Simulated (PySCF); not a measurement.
# C4H7N3Si (SMILES C=Cc1n[nH]nc1[SiH3]): what the fields show

```xyz
15

C     2.7147   -0.0329   -0.3316
C     1.4805   -0.3942   -0.0032
C     0.3203    0.4378   -0.2128
N     0.3520    1.6625   -0.7329
N    -0.9032    2.0463   -0.7432
N    -1.7646    1.1722   -0.2725
C    -1.0346    0.1228    0.0828
Si   -1.8006   -1.4222    0.8105
H     2.9057    0.9268   -0.7806
H     3.5600   -0.6780   -0.1636
H     1.2714   -1.3556    0.4480
H    -1.1843    2.9510   -1.0912
H    -1.2155   -1.6467    2.1366
H    -3.2437   -1.2305    0.8945
H    -1.4625   -2.5513   -0.0625
```

Geometry: GFN2-xTB.

Theory: PBE0/def2-SVPD, SCF density, gas phase (PySCF 2.14.0).

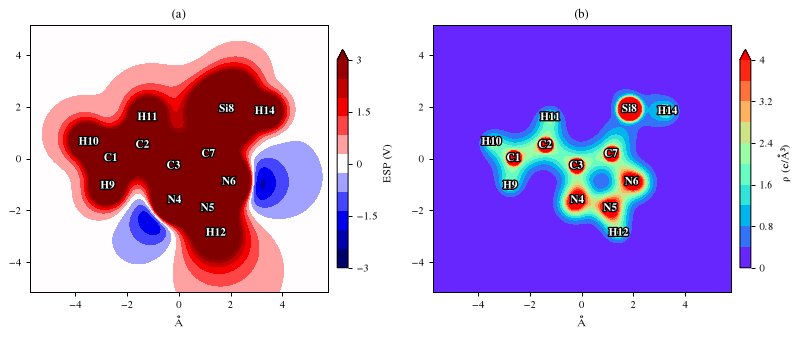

Figure 1. (a) molecular electrostatic potential; (b) total electron density on the plane of atoms C3, C7 and N6.

Read the bonding off the picture.

The plane passes through C, N, Si and H nuclei.
N–N (1.31 Å): the density is about 2.7 e/Å³ at the midpoint.
C–N (1.33 Å): ρ is about 2.5 e/Å³ halfway.
C–C (1.33 Å): the density is about 2.3 e/Å³ at the midpoint.
C–Si (1.87 Å): the density is about 0.95 e/Å³ at the midpoint.
N–H (1.01 Å): the density is about 3 e/Å³ at the midpoint.
Outside the dense part of the molecule the potential is most negative (−2.0 V) near N6.

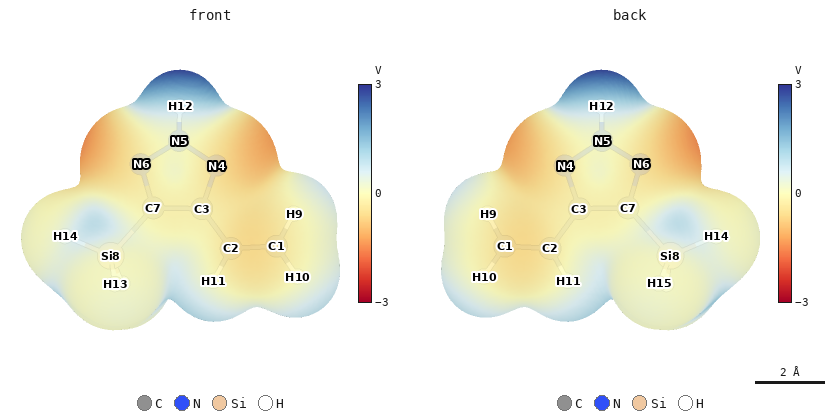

Figure 2. The molecular electrostatic potential painted on the density surface at 0.002 e/bohr³, seen from the front and from behind; the colour scale runs from red (negative) to blue (positive).

Where is the surface potential most negative and most positive?

The most negative region (about −1.4 V, or −32 kcal/mol for a unit charge) lies over N6, the most positive (about +2.7 V, or +62 kcal/mol for a unit charge) over H12. N6 is the likeliest acceptor of a hydrogen bond.

How polar is the molecule by this calculation?

Its dipole moment is 0.36 D.
